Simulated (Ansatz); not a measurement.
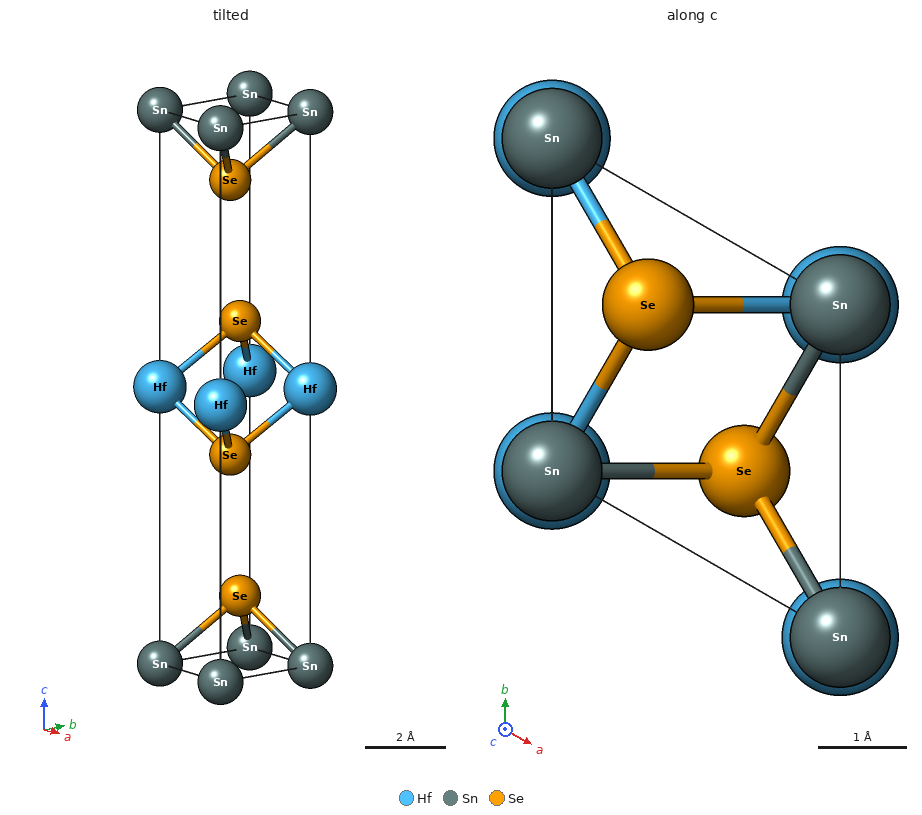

The image is a ball-and-stick drawing of a crystal, viewed slightly off an axis and along the c axis. The lines enclose the conventional unit cell; boundary atoms appear with their images.

HfSnSe4, space group P-3m1 (No. 164), a = 3.821 Å, b = 3.821 Å, c = 14.109 Å, α = 90.00°, β = 90.00°, γ = 120.00°. The cell started as a structure type filled with these elements by a generator (whether the compound takes this form wasn't checked). Earlier steps of the study may have refined or changed the cell and positions. It was the input of a calculation with Ansatz.

This one geometry was computed with Ansatz (DFT, plane waves, PAW) at three levels of theory: PBE, r2SCAN and HSE06.

**Which level gives the highest pressure at this volume, and what does that say about its equilibrium volume?**

Highest: PBE (0.0 GPa), which points to the largest equilibrium volume. Lowest, with the smallest volume: r2SCAN (-1.5 GPa) and HSE06 (-1.7 GPa). Levels within 0.5 GPa of each other can't be told apart.

**How does the band gap change with the level of theory?**

PBE: a gap of 0.46 eV, indirect; r2SCAN: a gap of 0.76 eV, indirect; HSE06: a gap of 1.13 eV, indirect.

**Collect the results in a table.**

| level | cutoff (eV) | k-mesh of the run's cell | gap (eV) | pressure (GPa) |
| --- | --- | --- | --- | --- |
| PBE | 420 | 12×12×4 | 0.46 | 0.0 |
| r2SCAN | 500 | 12×12×4 | 0.76 | -1.5 |
| HSE06 | 420 | 6×6×2 | 1.13 | -1.7 |

Gaps are taken on the k-mesh or band path of each run.
